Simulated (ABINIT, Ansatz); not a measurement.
# KNbS3 (Pm-3m): zone-centre phonons

Aim: the zone-centre modes of KNbS3 (Pm-3m).

Program: ABINIT 10.8.3. Level of theory: DFT PBEsol, scalar-relativistic, plane waves, PseudoDojo norm-conserving pseudopotentials. Results are calculated unless marked as measured.

The structure was built from a prototype and need not be the compound's stable phase.

## (1) The structure

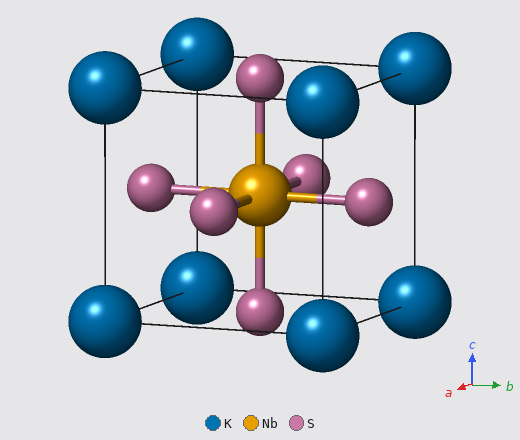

The cell as given, slightly off an axis (potassium blue, niobium orange, sulfur pink). Some periodic images of atoms are drawn too.

## (2) Relaxing the cell and atoms

The harmonic expansion needs vanishing forces, and a free crystal bears no stress, so cell and atoms are brought to rest. Stress is more sensitive to the basis than forces are: the last 3 Ha under the cutoff are smoothed with ecutsm, and the cutoff is raised above that of the later runs.

The starting cell comes from a relaxation made beforehand in Ansatz (PBEsol, PseudoDojo NC).

relax.abi reads:

```
# relaxation
ionmov 2
optcell 2
dilatmx 1.08
ntime 40
tolmxf 1.0d-05
tolvrs 1.0d-14
prtwf 0
prtden 0
chksymtnons 0

# basis, mesh and filling
ecut 46.0
ecutsm 3.0
ngkpt 6 6 6
nshiftk 1
shiftk 0.0 0.0 0.0
istwfk *1
occopt 3
tsmear 0.01
nband 29
nstep 100
diemac 1000000.0
prtebands 0
prtgsr 0
useylm 1

# cell and atoms
acell 9.100079508 9.100079508 9.100079508
rprim 
    1.0 0.0 0.0
    0.0 1.0 0.0
    0.0 0.0 1.0
ntypat 3
znucl 19 41 16
natom 5
typat 1 2 3 3 3
xred 
    0.0 0.0 0.0
    0.5 0.5 0.5
    0.5 0.5 0.0
    0.5 0.0 0.5
    0.0 0.5 0.5
pp_dirpath "./pseudo"
pseudos "K.upf, Nb.upf, S.upf"
```

Started as:

```
$ OMP_NUM_THREADS=1 mpirun -n 4 abinit relax.abi > relax.log
```

Numbers of over 12 decimals in the logs are rounded to 6 here.

relax.abo, the main output file:

```text
[banners, grids, parts of the stress and lines that vanish by symmetry left out]
- input  file    -> relax.abi
- output file    -> relax.abo
- root for input  files -> relaxi
[...]
Symmetries : space group Pm -3 m (#221); Bravais cP (primitive cubic)
[...]
mpw =       14328          nfft =      262144          nkpt =          20
[...]
== DATASET  1 ==================================================================
[...]
cutoff_energies: {ecut:  46.0, pawecutdg:  -1.0, }
[...]
ETOT  1  -125.09887979051    -1.251E+02 6.610E-02 3.660E+03
 ETOT  2  -123.34704978730     1.752E+00 9.456E-02 2.261E+04
 ETOT  3  -125.46409218487    -2.117E+00 1.515E-02 3.102E+02
 ETOT  4  -125.48358548324    -1.949E-02 4.674E-03 7.662E+01
 ETOT  5  -125.49011706360    -6.532E-03 4.410E-03 5.194E-01
[...]
At SCF step   15       vres2   =  2.41E-16 < tolvrs=  1.00E-14 =>converged.
[...]
sigma(1 1)= -9.91758216E-06  sigma(3 2)=  0.00000000E+00
  sigma(2 2)= -9.91758216E-06  sigma(3 1)=  0.00000000E+00
  sigma(3 3)= -9.91758216E-06  sigma(2 1)=  0.00000000E+00
[...]
convergence: {deltae:  6.565E-12, res2:  2.406E-16, residm:  6.864E-05, diffor: null, }
etotal    :  -1.25490157E+02
[...]
ETOT  1  -125.49000334014    -1.255E+02 4.630E-05 2.101E+00
[...]
At SCF step   12       vres2   =  3.10E-16 < tolvrs=  1.00E-14 =>converged.
[...]
sigma(1 1)= -7.41846634E-06  sigma(3 2)=  0.00000000E+00
  sigma(2 2)= -7.41846634E-06  sigma(3 1)=  0.00000000E+00
  sigma(3 3)= -7.41846634E-06  sigma(2 1)=  0.00000000E+00
[...]
convergence: {deltae:  1.705E-13, res2:  3.097E-16, residm:  5.280E-06, diffor: null, }
etotal    :  -1.25490163E+02
[...]
ETOT  1  -125.48877167304    -1.255E+02 3.710E-06 1.842E+01
[...]
ETOT 12  -125.49017055790     6.395E-13 2.451E-07 1.023E-14
 ETOT 13  -125.49017055789     5.272E-12 6.745E-08 5.480E-17
 At SCF step   13       vres2   =  5.48E-17 < tolvrs=  1.00E-14 =>converged.
[...]
sigma(1 1)= -3.59966297E-08  sigma(3 2)=  0.00000000E+00
  sigma(2 2)= -3.59966297E-08  sigma(3 1)=  0.00000000E+00
  sigma(3 3)= -3.59966297E-08  sigma(2 1)=  0.00000000E+00
[...]
convergence: {deltae:  5.272E-12, res2:  5.480E-17, residm:  6.745E-08, diffor: null, }
etotal    :  -1.25490171E+02
[...]
At Broyd/MD step   3, gradients are converged :
[...]
sigma(1 1)= -3.59966297E-08  sigma(3 2)=  0.00000000E+00
  sigma(2 2)= -3.59966297E-08  sigma(3 1)=  0.00000000E+00
  sigma(3 3)= -3.59966297E-08  sigma(2 1)=  0.00000000E+00
[...]
- sigma(1 1)= -1.05905741E-03  sigma(3 2)=  0.00000000E+00
- sigma(2 2)= -1.05905741E-03  sigma(3 1)=  0.00000000E+00
- sigma(3 3)= -1.05905741E-03  sigma(2 1)=  0.00000000E+00
[...]
fcart     -0.0000000000E+00 -0.0000000000E+00 -0.0000000000E+00
           strten     -3.5996629734E-08 -3.5996629735E-08 -3.5996629736E-08
================================================================================

[key lines of the parts left out:]
pressure_GPa:   1.0591E-03
Total energy (etotal) [Ha]= -1.25490170557891E+02
```

Elapsed: 6.7 min, on 4 MPI ranks of Intel Xeon at 2.70GHz, shared host; 27 min of CPU time.

Relaxation path:

| step | energy less that of the first step (eV) | largest force (eV/Å) | volume (Å³) |
| --- | --- | --- | --- |
| 1 | 0.0000 | 0.0000 | 111.67 |
| 2 | -0.0002 | 0.0000 | 111.77 |
| 3 | -0.0004 | 0.0000 | 112.07 |

| conventional cell, symmetrised | before | after | change |
| --- | --- | --- | --- |
| a (Å) | 4.816 | 4.821 | +0.1 % |
| b (Å) | 4.816 | 4.821 | +0.1 % |
| c (Å) | 4.816 | 4.821 | +0.1 % |
| volume (Å³/atom) | 22.33 | 22.41 | +0.4 % |

The relaxed structure:

```cif
data_structure
_symmetry_space_group_name_H-M 'P 1'
_symmetry_Int_Tables_number 1
_cell_length_a 4.8213
_cell_length_b 4.8213
_cell_length_c 4.8213
_cell_angle_alpha 90.000
_cell_angle_beta 90.000
_cell_angle_gamma 90.000
_cell_volume 112.07
loop_
_atom_site_label
_atom_site_type_symbol
_atom_site_fract_x
_atom_site_fract_y
_atom_site_fract_z
_atom_site_occupancy
K1 K 0.00000 0.00000 0.00000 1
Nb2 Nb 0.50000 0.50000 0.50000 1
S3 S 0.50000 0.50000 0.00000 1
S4 S 0.50000 0.00000 0.50000 1
S5 S 0.00000 0.50000 0.50000 1
```

Numbers from this step:

* volume per atom: 22.41 Å³
* pressure: 0.001059 GPa
* gap on the k-mesh: 0 eV

The volume changes by +0.4 % from the cell with which this run began.

## (3) Self-consistent run for the response

First-order wavefunctions inherit every error of the ground state, hence the very tight tolvrs. Occupations are smeared.

gs.abi reads:

```
# ground state
tolvrs 1.0d-16
prtden 1
prtwf 1

# basis, mesh and filling
ecut 37.0
ngkpt 6 6 6
nshiftk 1
shiftk 0.0 0.0 0.0
istwfk *1
occopt 3
tsmear 0.01
nband 29
nstep 100
diemac 1000000.0
prtebands 0
prtgsr 0
useylm 1

# cell and atoms
acell 9.110852696 9.110852696 9.110852696
rprim 
    1.0 0.0 0.0
    0.0 1.0 0.0
    0.0 0.0 1.0
ntypat 3
znucl 19 41 16
natom 5
typat 1 2 3 3 3
xred 
    0.0 0.0 0.0
    0.5 0.5 0.5
    0.5 0.5 0.0
    0.5 0.0 0.5
    0.0 0.5 0.5
pp_dirpath "./pseudo"
pseudos "K.upf, Nb.upf, S.upf"
```

Started as:

```
$ OMP_NUM_THREADS=1 mpirun -n 4 abinit gs.abi > gs.log
```

gs.abo, the main output file:

```text
[banners, grids, parts of the stress and lines that vanish by symmetry left out]
- input  file    -> gs.abi
- output file    -> gs.abo
- root for input  files -> gsi
[...]
Symmetries : space group Pm -3 m (#221); Bravais cP (primitive cubic)
[...]
mpw =        8217          nfft =      125000          nkpt =          20
[...]
== DATASET  1 ==================================================================
[...]
cutoff_energies: {ecut:  37.0, pawecutdg:  -1.0, }
[...]
ETOT  1  -125.10015934597    -1.251E+02 4.532E-02 1.766E+03
 ETOT  2  -123.28446089873     1.816E+00 5.330E-02 1.107E+04
 ETOT  3  -125.46300165023    -2.179E+00 1.666E-02 1.531E+02
 ETOT  4  -125.48301376281    -2.001E-02 1.046E-02 3.870E+01
 ETOT  5  -125.48995005360    -6.936E-03 7.457E-03 2.303E-01
[...]
ETOT 15  -125.48998808014    -6.565E-12 3.706E-04 2.969E-16
 ETOT 16  -125.48998808014     3.155E-12 6.604E-05 1.752E-17
 At SCF step   16       vres2   =  1.75E-17 < tolvrs=  1.00E-16 =>converged.
[...]
sigma(1 1)=  3.26380641E-06  sigma(3 2)=  0.00000000E+00
  sigma(2 2)=  3.26380641E-06  sigma(3 1)=  0.00000000E+00
  sigma(3 3)=  3.26380641E-06  sigma(2 1)=  0.00000000E+00
[...]
convergence: {deltae:  3.155E-12, res2:  1.752E-17, residm:  6.604E-05, diffor: null, }
etotal    :  -1.25489988E+02
[...]
sigma(1 1)=  3.26380641E-06  sigma(3 2)=  0.00000000E+00
  sigma(2 2)=  3.26380641E-06  sigma(3 1)=  0.00000000E+00
  sigma(3 3)=  3.26380641E-06  sigma(2 1)=  0.00000000E+00
[...]
- sigma(1 1)=  9.60244998E-02  sigma(3 2)=  0.00000000E+00
- sigma(2 2)=  9.60244998E-02  sigma(3 1)=  0.00000000E+00
- sigma(3 3)=  9.60244998E-02  sigma(2 1)=  0.00000000E+00
[...]
fcart     -0.0000000000E+00 -0.0000000000E+00 -0.0000000000E+00
           strten      3.2638064097E-06  3.2638064097E-06  3.2638064097E-06
================================================================================

[key lines of the parts left out:]
pressure_GPa:  -9.6024E-02
```

Run time: 86 s. Hardware: 4 MPI ranks.

This step gave:

```
pressure : -0.09602 GPa
```

The cell stands at -0.096 GPa, close enough for phonons.

[end of part 1 of 5]

[Host names and launcher messages were left out of these logs when they were recorded.]

[Logs are printed without paths, hosts, clocks, repeated set-up lines and the standing remarks that a program may print on its own settings, such as how far it seeks lower states.]

[Hosts, paths, dates, database ids (printed as entryN), source tags and the programs' standing remarks are cut or masked in the printed files.]
